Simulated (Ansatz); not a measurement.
# Is the response still linear at 0.5 V/Å? 1T-SbSI 3 layers, AA

The dipole of a slab grows in proportion to a weak field along its normal. Does the weak-field slope carry to a strong field?

How it was computed: Ansatz 0.2.0, plane waves with PAW datasets (its set soft_2), PBE-D4; atoms held at their relaxed places, 18 Å of vacuum, dipole correction, cell area 14.00 Å², 12×12 k-points, smearing 0.02585 eV. Without field the slab has a gap of 1.01 eV.

```
  run  field (V/Å)  dipole (e·Å)
run 1        −0.10      −0.20778
run 2         0.00      −0.07870
run 3         0.10       0.05047
run 4         0.50             ?
```

**Question.** What value belongs in the row marked “?”, and how far can the other rows tell?

A least-squares line through the 3 rows shown has slope 1.291250 and intercept −0.078670; no row lies more than 0.00003 e·Å off it. A perfect conductor with that slope would be 180.95 × 1.29125 / 14.00 = 16.69 Å thick. At 0.50 it gives 1.291250 × 0.50 + (−0.078670) = 0.56696 e·Å, beyond the rows fitted. Rounding and scatter of the rows alone allow about ±0.00015 e·Å there.

The run itself gives 0.57168 e·Å: a miss of +0.00472 e·Å. That is under 1 % of the induced dipole, so the response is still linear.

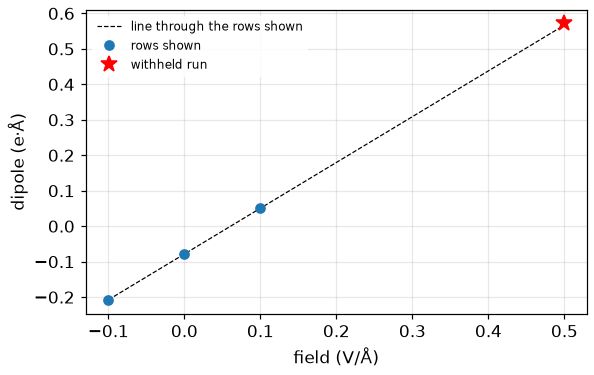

The fit and the withheld run.

Caveats: Ions are held, so this is the electronic response. Of the series that stay linear within 1 %, this collection keeps about one in seven, and it keeps all that bend. Spin-orbit coupling is left out, which changes the bands of elements this heavy.

[Logs are printed without paths, hosts, clocks, repeated set-up lines and the standing remarks that a program may print on its own settings, such as how far it seeks lower states.]
